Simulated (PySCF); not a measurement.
**Mn²⁺: dipole response in aug-cc-pVQZ**

Aim: the static polarisability and the C₆ coefficient of Mn²⁺, method by method.

Method: unrestricted determinants in a Gaussian basis, no spin-orbit coupling in the energies. Code: PySCF 2.14.0.

### Step 1. The atom as given

| Item | Value |
| --- | --- |
| Element | manganese (Z = 25) |
| Basis | aug-cc-pVQZ (9s8p6d4f3g2h, 140 functions) |
| Hamiltonian | no relativity, point nucleus |
| State 1 | Mn²⁺: [Ar] 3d5, high-spin 6S determinant |
| Methods | PBE0 |

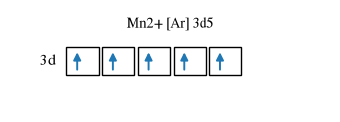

Outer shells as boxes.

One driver process ran all states and methods and kept the integrals in memory. Each run is shown as a PySCF script that sums up its settings (the driver passes frozen orbitals as a list and adds second-order terms of double hybrids); the logs are those of the runs themselves. The driver starts from symmetry-adapted Hartree-Fock orbitals, holds the occupation by maximum overlap and uses a logarithmic radial grid for functionals, so a plain start would take other cycles.

The integrals over 140 functions and the set-up took 8.2 s of CPU time.

### Step 2. Mn²⁺, at PBE0

#### PBE0

input.py

```python
from pyscf import gto, scf, dft, mp, cc
import basis_set_exchange as bse
mol = gto.M(atom="Mn 0 0 0", charge=2, spin=5, symmetry="D2h",
            basis=gto.basis.parse(bse.get_basis("aug-cc-pVQZ", elements=["Mn"], fmt="nwchem")))
mf = dft.UKS(mol, xc="PBE0")
mf.irrep_nelec = {'Ag': (5, 3), 'B1g': (1, 0), 'B2g': (1, 0), 'B3g': (1, 0), 'B1u': (2, 2), 'B2u': (2, 2), 'B3u': (2, 2)}
mf.kernel()
```

Standard output:

```text
damping factor = 0
level_shift factor = 0
DIIS = <class 'pyscf.scf.diis.CDIIS'>
diis_start_cycle = 1
diis_space = 10
diis_damp = 0
SCF conv_tol = 1e-09
SCF conv_tol_grad = None
number electrons alpha = 14  beta = 9
XC functionals = PBE0
    C. Adamo and V. Barone.,  J. Chem. Phys. 110, 6158 (1999)
    M. Ernzerhof and G. E. Scuseria.,  J. Chem. Phys. 110, 5029 (1999)
cycle= 1 E= -1149.94829356953  delta_E= -0.00627  |g|= 0.0233  |ddm|= 0.839
cycle= 2 E= -1149.94829705109  delta_E= -3.48e-06  |g|= 0.0238  |ddm|= 0.0395
cycle= 3 E= -1149.948389103  delta_E= -9.21e-05  |g|= 0.000458  |ddm|= 0.0252
cycle= 4 E= -1149.94838915878  delta_E= -5.58e-08  |g|= 0.000139  |ddm|= 0.000489
cycle= 5 E= -1149.9483891622  delta_E= -3.42e-09  |g|= 1.26e-05  |ddm|= 0.000133
cycle= 6 E= -1149.94838916223  delta_E= -2.89e-11  |g|= 5.12e-07  |ddm|= 1.51e-05
converged SCF energy = -1149.94838916223  <S^2> = 8.7503525  2S+1 = 6.0001175
```

It used 60 s of CPU time after the integrals (shared host).

Orbital energies by shell (radii are means over both spins):

| shell | electrons | mean orbital energy (eV) | spread (eV) | rms radius (bohr) |
| --- | --- | --- | --- | --- |
| 1s α | 1 | -6434.6 | 0 | 0.0713 |
| 1s β | 1 | -6434.6 | 0 | 0.0713 |
| 2s α | 1 | -765.96 | 0 | 0.306 |
| 2s β | 1 | -763.42 | 0 | 0.306 |
| 2p α | 3 | -658.12 | 0 | 0.275 |
| 2p β | 3 | -655.99 | 0 | 0.275 |
| 3s α | 1 | -109.62 | 0 | 0.925 |
| 3s β | 1 | -102.97 | 0 | 0.925 |
| 3p α | 3 | -78.439 | 0 | 0.987 |
| 3p β | 3 | -71.241 | 0 | 0.987 |
| 3d α | 5 | -28.450 | 0 | 1.26 |

⟨S²⟩ = 8.750, ⟨L²⟩ = 0.00.

The driver then solved the coupled dipole response at imaginary frequencies: mean α = 3.766 bohr³, C₆ = 11.08 au for a like pair.

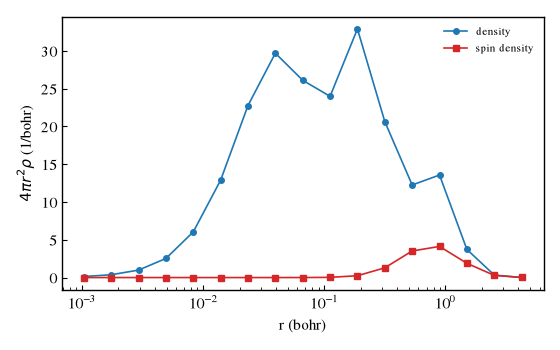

Radial density 4πr²ρ of Mn²⁺ at PBE0, at 17 stored radii joined by straight lines.

### Step 3. The response side by side

Mn²⁺, in atomic units:

| method | mean α | C₆ (like pair) | S(−4) |
| --- | --- | --- | --- |
| PBE0 | 3.766 | 11.08 | 7.845 |

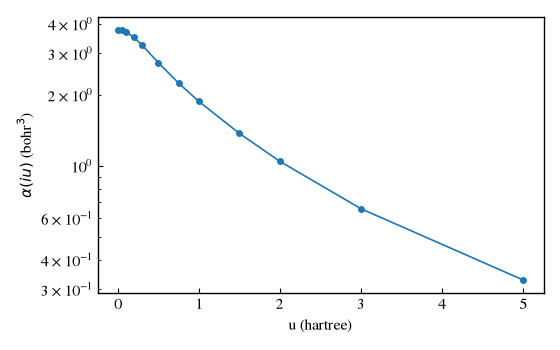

α(iu) of Mn²⁺, the polarisability at imaginary frequency, on a logarithmic scale.

### Step 4. What came out

| quantity | value |
| --- | --- |
| α of Mn²⁺ | 3.766 (PBE0) bohr³ |

What this shows: A single London oscillator with the computed α and C₆ of Mn²⁺ at PBE0 would have ω = 4 C₆ / (3 α²) = 1.04 hartree. All values hold for this basis alone; no basis-set limit was taken.
